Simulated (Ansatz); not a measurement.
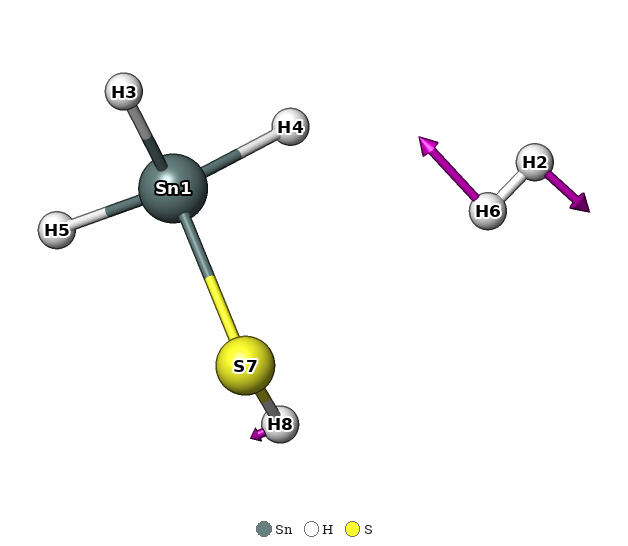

The arrows show one normal mode. Harmonic vibrations computed with RKS PBE0-D4/def2-TZVP, core potentials on Sn (Ansatz 0.2.0) at a stationary point of the same level.

> Estimate its harmonic wavenumber.

274 cm⁻¹; it is mode 6 of 18 counted from the lowest.
